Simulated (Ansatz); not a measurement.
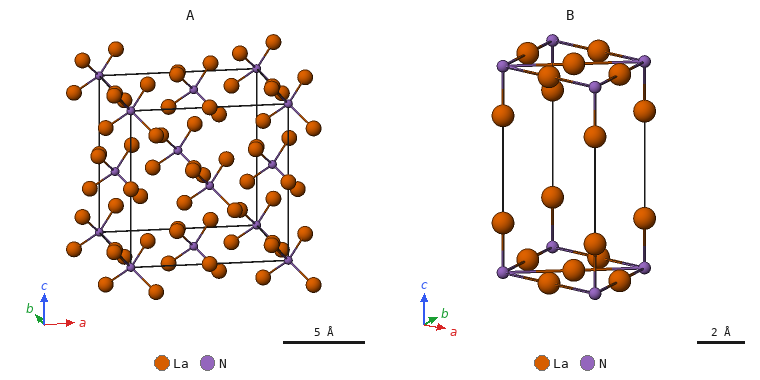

Two structures of La₅N, each relaxed to rest (conventional cells in solid outline, small ones repeated, not to one scale). Method: Ansatz, DFT PBE, scalar-relativistic, plane waves, PAW, without spin polarisation.

Question: Which two forms are compared?

Answer: A: 24 atoms a cell on a face-centred cubic lattice, F-43m. B: 6 atoms a cell on a primitive hexagonal lattice, P6/mmm.

Question: Which of the two does the method prefer?

Answer: A is lower, by 153 meV/atom at this level of theory (energies at zero smearing). Volumes: A 41.5, B 50.4 Å³/atom.

One or both may be structure types tried for this composition rather than known phases.
